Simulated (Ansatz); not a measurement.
Three curves of one kind of scan: energy against volume (even scaling of the relaxed cell, symmetry kept). All values below come from r2SCAN (plane waves to 500 eV, PAW, scalar-relativistic; Ansatz, a program for electronic structure). Each is measured from its own zero (the relaxed starting cell). 

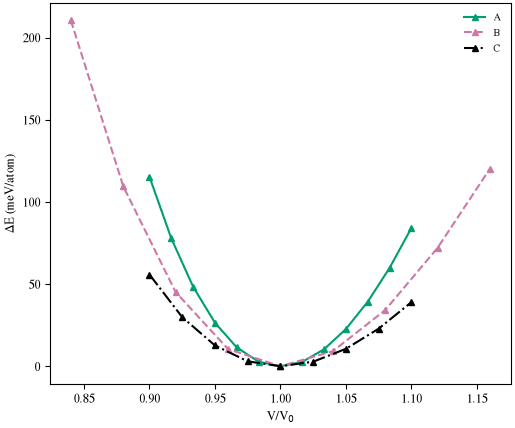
Figure. Curves A, B and C.

| V/V₀ | ΔE (meV/atom) |
|---|---|
| 0.840 | 210.4 |
| 0.920 | 45.1 |
| 1.000 | 0.0 |
| 1.080 | 34.2 |
| 1.160 | 120.2 |

Problem. Which curve does this table belong to?

Solution. Curve B, which is Si (diamond). The others: A is Nb (bcc, W type); C is ZnSe (zinc blende).

All were relaxed with their symmetry unable to fall. Nb is run without spin polarisation. The PAW data are Ansatz's earlier set.

(Under strain, the slope of the energy per volume gives the stress and its curvature an elastic modulus.)
